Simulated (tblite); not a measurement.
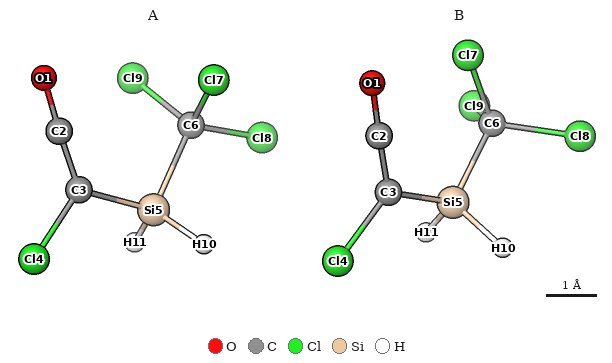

Two geometries of C3H2Cl4OSi, drawn at one scale. One is the start of a relaxation, the other its converged end. The picture is a ball-and-stick view, seen from a free direction.

Level of theory: tblite, GFN2-xTB geometry optimisation, gas phase. 

> Which one is relaxed?

Structure A is the relaxed one. The largest moves after the best rigid fit, 1.29 Å, are those of Cl7 and Cl9. By element the largest moves are Cl 1.29 Å, O 0.87 Å, C 0.51 Å, H 0.38 Å, Si 0.24 Å. Among the contacts that change: Si5–C6 1.847 → 1.937 Å, O1–C2 1.230 → 1.156 Å, C3–Si5 1.835 → 1.877 Å, C2–C3 1.333 → 1.300 Å. Bond angles that change, for instance: C3–Si5–C6 112.8° → 105.4°, H10–Si5–H11 108.5° → 115.0°, C3–Si5–H10 106.7° → 111.6°. Groups turn about Si5–C6 by about 50°. The energy falls by 0.617 eV in 83 geometry steps.
